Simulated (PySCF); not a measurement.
# C2H8AlBO2: what the fields show

```xyz
14

B     3.2931    0.8850   -0.3177
O     2.3288    0.1678    0.2478
Al    1.1928   -0.8011    0.9957
O    -0.4317   -0.5725    1.0326
C    -1.8184   -0.3924    0.9953
C    -2.2579    0.2417   -0.3181
H     3.6228    0.6523   -1.4266
H     3.8165    1.7467    0.2956
H     1.7485   -1.9913    1.7171
H    -2.1121    0.2476    1.8359
H    -2.3013   -1.3694    1.1177
H    -1.9642   -0.3939   -1.1507
H    -1.7798    1.2112   -0.4382
H    -3.3377    0.3677   -0.3285
```

Geometry: GFN2-xTB.

Computed with PySCF 2.14.0, CAM-B3LYP/def2-SVPD, SCF density, gas phase.

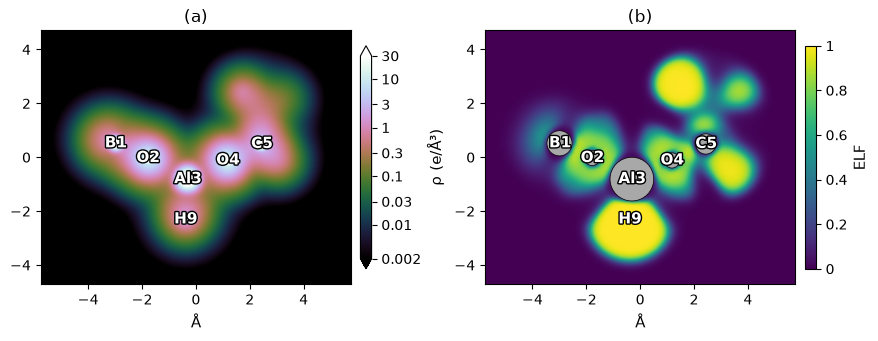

Figure 1. (a) electron density; (b) electron localisation function on the plane of atoms O2, Al3 and H9. Grey discs cover the atomic cores in the ELF map.

> Interpret the plot.

- Atoms in the plane: B, O, Al, C and H.
- B–O (1.33 Å): the density is about 2.2 e/Å³ at the midpoint; the ELF peaks at about 0.90 between the atoms; a polar covalent bond.
- C–O (1.40 Å): ρ is about 2.1 e/Å³ halfway, with its minimum of 1.7 e/Å³ about 0.5 Å from C; the ELF peaks at about 0.90 between the atoms; a shared but strongly polarised pair.
- Al–O (1.64 Å): ρ at the midpoint is about 0.87 e/Å³; the ELF peaks at about 0.85 in the valence shell of O, 0.6 Å from its nucleus, and is about 0.25 at the midpoint.
- Al–H (1.50 Å): the density is about 0.63 e/Å³ at the midpoint; the ELF climbs to about 1 towards the hydrogen.
- The ELF also peaks beside O4, away from the bonds: lone-pair regions.

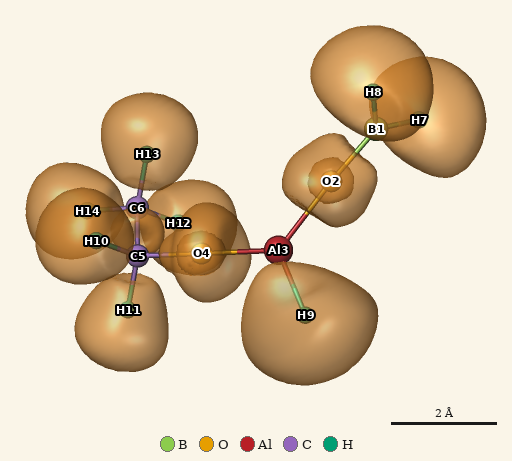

Figure 2. Isosurface of the ELF at 0.75 (orange), seen at a tilt. Only the valence region is drawn (cores and ρ < 0.01 e/Å³ removed).

> Where are the electrons localised?

The surface consists of one region between bonded C–C atoms (shared pairs), eight regions around hydrogen nuclei and two regions on O in which the atom's valence shell and bonds are merged.

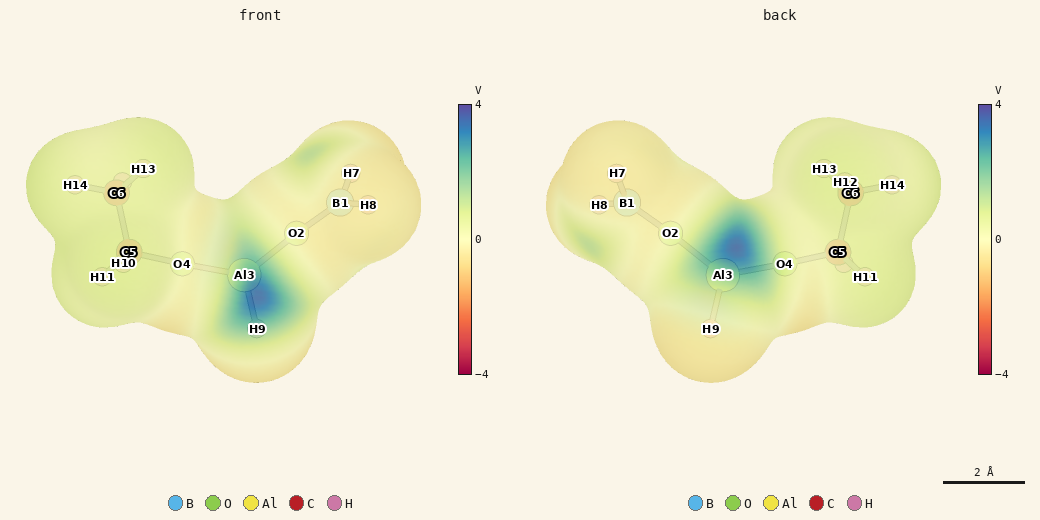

Figure 3. The electrostatic potential painted on the density surface at 0.002 e/bohr³, seen from the front and from behind; the colour scale runs from red (negative) to blue (positive).

> Where is the surface potential most negative and most positive?

The most negative region (about −0.5 V) lies over O4, H7, H8 and H9, the most positive (about +3.4 V) over Al3.
